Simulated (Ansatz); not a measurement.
**CBr2F2 (dibromodifluoromethane): r2SCAN/cc-pVDZ**

What is the energy change on altering one bond length of CBr2F2 (dibromodifluoromethane) at r2SCAN/cc-pVDZ? 

Program for the calculation: Ansatz 0.2.0.

57 further runs of the same task are left out: 57 set aside as unsound or not needed.

## 1. The structure to begin with

The species is CBr2F2 (5 atoms), meant as a singlet with charge 0. SMILES: `FC(F)(Br)Br`. Geometry: relaxed at PBE0-D4/def2-TZVP.

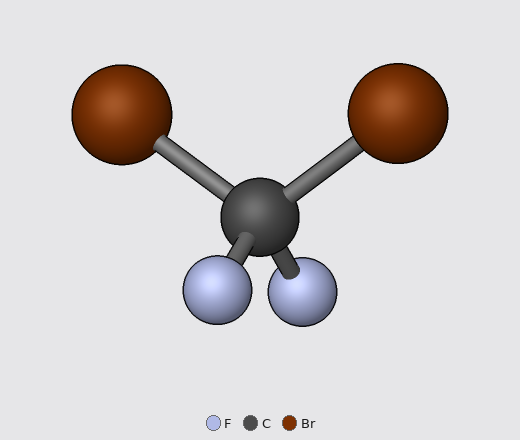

The structure, seen from a chosen angle (fluorine light blue, carbon dark grey, bromine brown).

## 2. A single-point energy at r2SCAN/cc-pVDZ

in.yaml reads:

```yaml
crystal:
  periodic: [false, false, false]
  atoms:
    - {symbol: F, position_ang: [-0.970400, -0.113400, 0.986300]}
    - {symbol: C, position_ang: [0.004800, -0.087600, 0.090900]}
    - {symbol: F, position_ang: [0.914800, -0.981400, 0.446600]}
    - {symbol: Br, position_ang: [-0.709300, -0.561200, -1.642100]}
    - {symbol: Br, position_ang: [0.810000, 1.669900, 0.077000]}
basis:
  gaussian:
    orbitals: cc-pVDZ
hamiltonian:
  xc: {name: r2SCAN}
accuracy: high
output:
  orbitals: {seedname: orbitals}
```

On the command line:

```console
ansatz run in.yaml --threads 1 --pin off --max-ram 3480MiB --events-out events.jsonl --progress --plain --runs-dir runs
```

Output:

```text
Warning: RAYON_NUM_THREADS=1 ignored (pool sized by the plan → 1); use --threads N
Functional definition: r2SCAN
  name "r2SCAN"
  parameter k0 = 0.174
  parameter k1 = 0.065
  parameter a1 = 4.9479
  exchange = r2scan_x(k0 = k0, k1 = k1, a1 = a1)
  correlation = r2scan_c
2003 factors; integrals over basis functions are off by at most 4.6e-9 eV
mean field evaluation 1: about -146557.1895 eV, gradient 2.6e1 eV
mean field evaluation 2: about -146555.2061 eV, gradient 4.5e1 eV
mean field evaluation 4: about -146558.1660 eV, gradient 1.7e0 eV
mean field evaluation 8: about -146558.1716 eV, gradient 4.3e-2 eV
mean field evaluation 16: about -146558.1716 eV, gradient 5.3e-6 eV
mean field -146558.17162068 eV, -5385.9134663632 hartree, gradient 1.4e-8 eV, S^2 0.000000; 0 other end points of the search recorded, 0 dependent functions left out
reference -146558.17162109 eV, -5385.9134663782 hartree; 47, 47 occupied and 49, 49 virtual orbitals, 2003 factors
Total energy: -146558.17162109 eV, -5385.9134663782 hartree
```

Wall time 14 s (1 thread of AMD EPYC 9R14 (Zen 4), shared host); peak memory 0.32 GiB.

## 3. The distorted shape at the same level

job.yaml reads:

```yaml
crystal:
  periodic: [false, false, false]
  atoms:
    - {symbol: F, position_ang: [-1.211965, -0.640661, 0.990470]}
    - {symbol: C, position_ang: [-0.236765, -0.614861, 0.095070]}
    - {symbol: F, position_ang: [0.673235, -1.508661, 0.450770]}
    - {symbol: Br, position_ang: [-0.950865, -1.088461, -1.637930]}
    - {symbol: Br, position_ang: [0.810000, 1.669900, 0.077000]}
basis:
  gaussian:
    orbitals: cc-pVDZ
hamiltonian:
  xc: r2scan
accuracy: high
output: {orbitals: {seedname: orbitals}}
```

On the command line:

```console
ansatz run job.yaml --threads 1 --pin off --max-ram 3480MiB --events-out events.jsonl --progress --plain --runs-dir runs
```

Output:

```text
Warning: RAYON_NUM_THREADS=1 ignored (pool sized by the plan → 1); use --threads N
Functional definition: r2SCAN
  name "r2SCAN"
  parameter k0 = 0.174
  parameter k1 = 0.065
  parameter a1 = 4.9479
  exchange = r2scan_x(k0 = k0, k1 = k1, a1 = a1)
  correlation = r2scan_c
1970 factors; integrals over basis functions are off by at most 4.6e-9 eV
mean field evaluation 1: about -146555.6043 eV, gradient 2.8e1 eV
mean field evaluation 2: about -146547.2113 eV, gradient 6.3e1 eV
mean field evaluation 4: about -146557.0330 eV, gradient 4.8e0 eV
mean field evaluation 8: about -146557.1018 eV, gradient 8.2e-2 eV
mean field evaluation 16: about -146557.1019 eV, gradient 1.6e-5 eV
mean field -146557.10186424 eV, -5385.8741535392 hartree, gradient 4.7e-8 eV, S^2 0.000000; 0 other end points of the search recorded, 0 dependent functions left out
reference -146557.10186467 eV, -5385.8741535550 hartree; 47, 47 occupied and 49, 49 virtual orbitals, 1970 factors
Total energy: -146557.10186467 eV, -5385.8741535550 hartree
```

It took 13 s on 1 thread of AMD EPYC 9R14 (Zen 4), shared host; peak memory 0.32 GiB.

## 4. What came out

At r2SCAN/cc-pVDZ:

| quantity | value |
| --- | --- |
| first shape: total energy | -5385.91347 Eh |
| first shape: HOMO energy | -7.49 eV |
| first shape: LUMO energy | -2.40 eV |
| first shape: HOMO–LUMO gap | 5.09 eV |
| distorted shape: total energy | -5385.87415 Eh |
| distorted shape: HOMO energy | -7.14 eV |
| distorted shape: LUMO energy | -4.93 eV |
| distorted shape: HOMO–LUMO gap | 2.21 eV |
| energy change with the C2–Br5 bond stretched from 1.933 to 2.513 Å | 1.070 eV |

**Reading.** With the C2–Br5 bond stretched from 1.933 to 2.513 Å the energy rises by 1.07 eV (103 kJ/mol). The first shape isn't relaxed at this level, so the change isn't measured from a minimum.
